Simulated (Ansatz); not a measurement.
Input

```
crystal:
  periodic: [false, false, false]
  atoms:
    - {symbol: C, position_ang: [-0.239422, -0.035194, -0.127686]}
    - {symbol: N, position_ang: [-1.350690, -0.199853, -0.719717]}
    - {symbol: Al, position_ang: [1.368552, 0.202501, 0.729360]}
    - {symbol: H, position_ang: [-2.082821, -0.824819, -0.377567]}
    - {symbol: H, position_ang: [-1.602488, 0.279305, -1.586111]}
    - {symbol: H, position_ang: [1.435216, 1.357419, 1.810669]}
    - {symbol: H, position_ang: [2.547895, -0.768027, 0.311559]}
basis:
  gaussian: {orbitals: def2-TZVPP}
hamiltonian: {xc: pbe0, dispersion: d4}
output: {orbitals: {seedname: orbitals}}
```

Run with:

```sh
ansatz run in.yaml --threads 2 --pin off --events-out ev --progress --plain --max-ram 4352MiB
```

Geometry: PBE0-D4/def2-TZVP.

Theory: RKS PBE0-D4/def2-TZVPP in Ansatz 0.2.0.

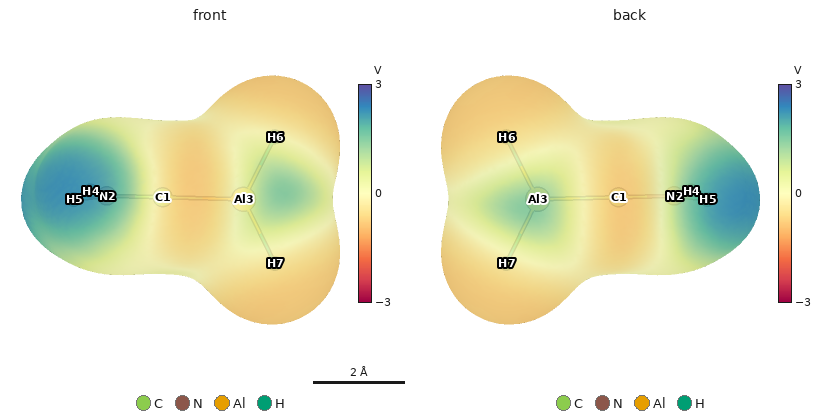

CH$_{4}$AlN. The molecular electrostatic potential painted on the density surface at 0.002 e/bohr³, seen from the front and from behind; red is negative and blue positive.

Q: Which sites attract a positive test charge, and which a negative one?

A: A positive charge is drawn to the negative regions and a negative charge to the positive ones. The most negative region (about −0.8 V) lies over the π face of C1, the most positive (about +2.3 V) over H4 and H5.
